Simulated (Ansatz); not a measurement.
```yaml
atoms:
  - { symbol: Sn, position_ang: [-0.1147, -0.6207, 1.1876] }
  - { symbol: N, position_ang: [0.9433, -1.0297, -0.4736] }
  - { symbol: H, position_ang: [-1.6574, 1.7015, -0.0293] }
  - { symbol: H, position_ang: [-2.2497, 1.2490, -0.1041] }
  - { symbol: H, position_ang: [0.6316, 0.9906, 1.3237] }
  - { symbol: H, position_ang: [0.8551, -1.8920, -0.9874] }
  - { symbol: H, position_ang: [1.5918, -0.3988, -0.9170] }
```

The reactant side of a reaction path; geometry: PBE0-D4/def2-TZVP; core potentials replace the inner electrons of Sn.

The calculation used RKS PBE0-D4/def2-TZVPP in Ansatz.

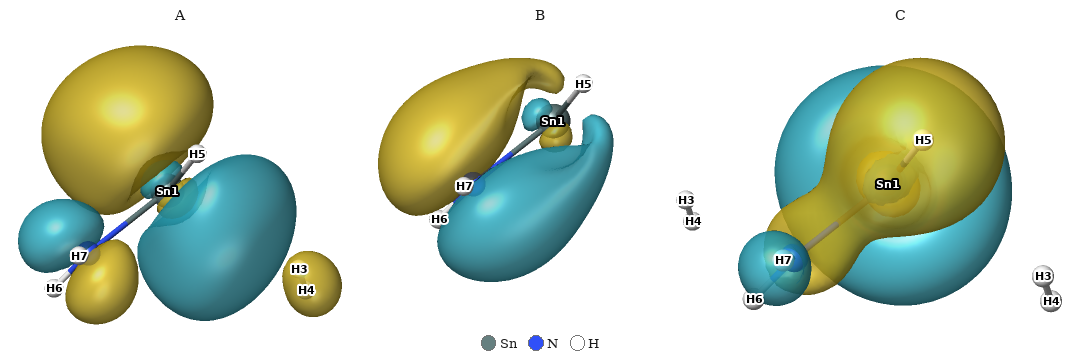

H3NSn···H2. Three frontier orbitals at ±0.08 Å⁻³ᐟ² (yellow and cyan are the two phases), in no order.

Order the three orbitals by energy and name them.

Answer. B is the HOMO−1 (−7.41 eV). Its weight (Hirshfeld) is mainly on N2 (about 70 %) and Sn1 (about 20 %). C is the HOMO (−6.47 eV). Its weight (Hirshfeld) is mainly on Sn1 (about 70 %) and H5 (about 25 %). A is the LUMO (−1.73 eV). Its weight (Hirshfeld) is mainly on Sn1 (about 80 %) and N2 (about 10 %).

What is the HOMO–LUMO gap?

Answer. 4.74 eV between the orbital energies.
